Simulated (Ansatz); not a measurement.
# C2H5ClFNSi (SMILES C=C[Si](N)(F)Cl): what the fields show

Input file:

```
crystal:
  periodic: [false, false, false]
  atoms:
    - {symbol: C, position_ang: [-1.133710, -1.249615, 0.740047]}
    - {symbol: C, position_ang: [-1.158891, 0.033698, 0.388570]}
    - {symbol: Si, position_ang: [0.354104, 0.922952, -0.161016]}
    - {symbol: N, position_ang: [1.588552, -0.153476, -0.594631]}
    - {symbol: F, position_ang: [0.967887, 1.842375, 0.984150]}
    - {symbol: Cl, position_ang: [-0.210861, 2.229564, -1.646813]}
    - {symbol: H, position_ang: [-2.028306, -1.778097, 1.057003]}
    - {symbol: H, position_ang: [-0.210831, -1.821943, 0.727347]}
    - {symbol: H, position_ang: [-2.104916, 0.569711, 0.415238]}
    - {symbol: H, position_ang: [2.547403, 0.151216, -0.536959]}
    - {symbol: H, position_ang: [1.455067, -0.803287, -1.352337]}
basis:
  gaussian: {orbitals: def2-TZVPP}
hamiltonian: {xc: pbe0, dispersion: d4}
output: {orbitals: {seedname: orbitals}}
```

Launched as:

```sh
ansatz run in.yaml --threads 4 --pin off --events-out ev --progress --plain --max-ram 10444MiB
```

Geometry: PBE0-D4/def2-TZVP.

Computed with Ansatz 0.2.0, RKS PBE0-D4/def2-TZVPP.

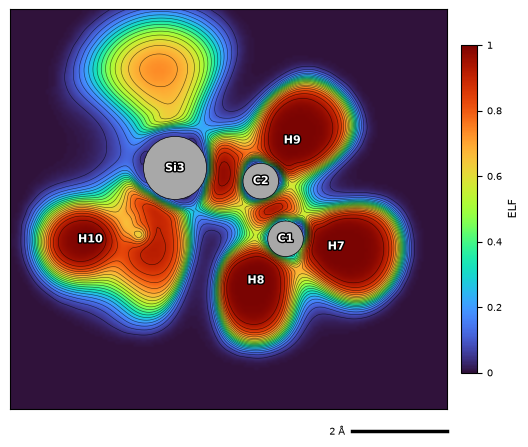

Figure 1. ELF on the plane of atoms C1, C2 and H9. Grey discs cover the atomic cores.

Question: What do the fields say about this system?

Answer:
- The plane passes through C, Si and H nuclei.
- C–C (1.33 Å): the ELF peaks at about 0.95 between the atoms (a short, multiple covalent bond).
- C–Si (1.84 Å): the ELF peaks at about 0.95 between the atoms; a covalent bond.
- C–H (1.09 Å): the ELF climbs to about 1 towards the hydrogen, as it does in any bond to H (a covalent bond by its length).
- The ELF also peaks beside N4, away from the bonds: lone-pair regions.

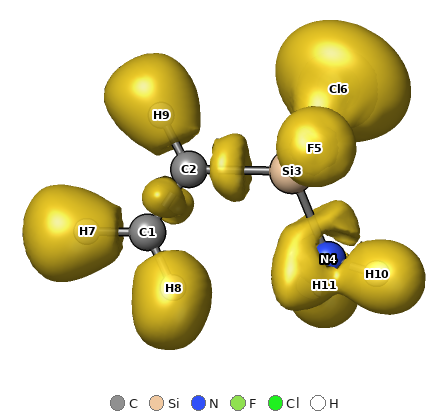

Figure 2. Isosurface of the electron localisation function at 0.8 (yellow), seen across its widest extent. Core shells and regions of very low density are left out.

Question: Identify the bonds, lone pairs and shells in this picture.

Answer: The surface consists of one region between bonded C–C atoms (shared pairs), one region between bonded C–Si atoms (shared pairs), three regions around hydrogen nuclei, one region on Cl in which the atom's valence shell and bonds are merged, one region wrapped around F (its lone pairs, merged into a ring or cap) and one joined region spread over several atoms (H, N), in which their bonds and any lone pairs are merged. Along the contacts the grid gives the following. Si–F (1.59 Å): the ELF peaks at about 0.85 in the valence shell of F, 0.6 Å from its nucleus, and is about 0.50 at the midpoint.

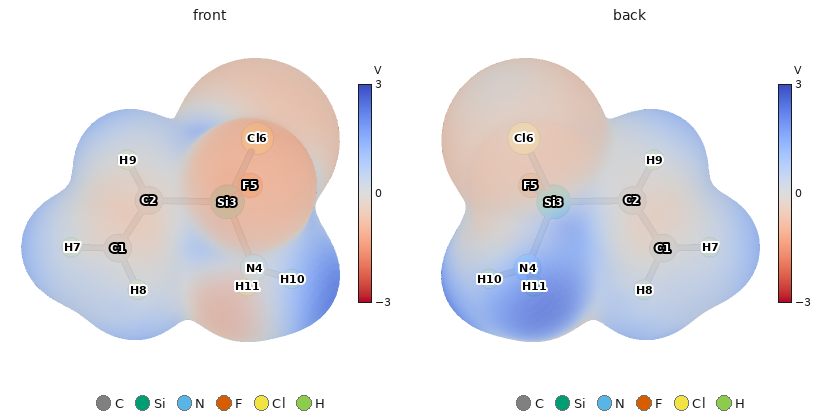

Figure 3. The electrostatic potential painted on the density surface at 0.002 e/bohr³, seen from the front and from behind; the colour scale runs from red (negative) to blue (positive).

Question: Describe the electrostatic potential map.

Answer: The most negative region (about −1.0 V, or −23 kcal/mol for a unit charge) lies over F5, the most positive (about +2.1 V, or +48 kcal/mol for a unit charge) over H11.
